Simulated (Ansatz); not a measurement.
```cif
data_structure
_symmetry_space_group_name_H-M 'P 1'
_symmetry_Int_Tables_number 1
_cell_length_a 4.2113
_cell_length_b 4.2113
_cell_length_c 13.8754
_cell_angle_alpha 90.000
_cell_angle_beta 90.000
_cell_angle_gamma 120.000
_cell_volume 213.11
loop_
_atom_site_label
_atom_site_type_symbol
_atom_site_fract_x
_atom_site_fract_y
_atom_site_fract_z
_atom_site_occupancy
P1 P 0.66667 0.33333 0.99965 1
Sb1 Sb 0.66667 0.33333 0.49938 1
Sb2 Sb 0.33333 0.66667 0.75857 1
Sb3 Sb 0.33333 0.66667 0.24008 1
Ga1 Ga 0.66667 0.33333 0.82840 1
Ga2 Ga 0.66667 0.33333 0.30829 1
Ga3 Ga 0.33333 0.66667 0.56810 1
Ga4 Ga 0.33333 0.66667 0.04753 1
```

Space group P3m1; started from the ordered alloy on wurtzite lattice prototype, which need not be the ambient phase.

The calculation used Ansatz, DFT, PBE with spin-orbit coupling, plane waves, PAW.

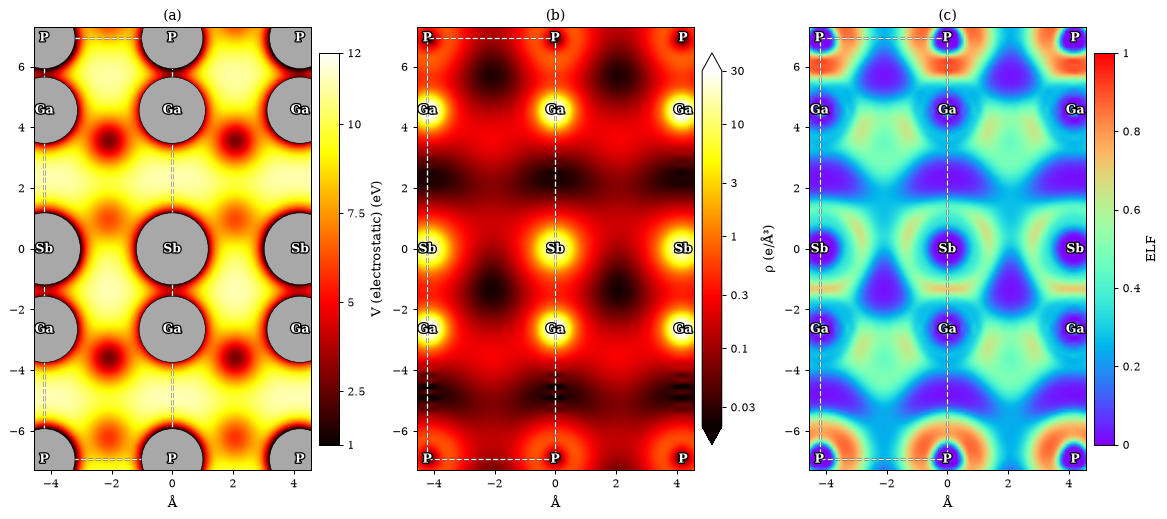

Ga$_{4}$Sb$_{3}$P. (a) electrostatic potential energy of an electron; (b) valence electron density; (c) ELF on the (010) plane of the conventional cell. Grey discs cover the atomic cores in the potential map.

Core electrons are frozen (PAW), and the valence fields are smoothed inside the atomic spheres.

Interpret the plot.

Answer. Atoms in the plane: P, Sb and Ga. Ga–P (2.38 Å): ρ at the midpoint is about 0.52 e/Å³; the ELF peaks at about 0.90 in the valence shell of P, 0.7 Å from its nucleus, and is about 0.75 at the midpoint. Ga–Sb (2.65 Å): the density is about 0.43 e/Å³ at the midpoint, with its minimum of 0.39 e/Å³ about 1.1 Å from Ga; the ELF peaks at about 0.70 between the atoms. Between the atoms the lowest density in this plane is 0.008 e/Å³. Outside the cores the potential energy rises away from the atoms and is highest about 2.0 Å from the nearest atoms; its zero is arbitrary.
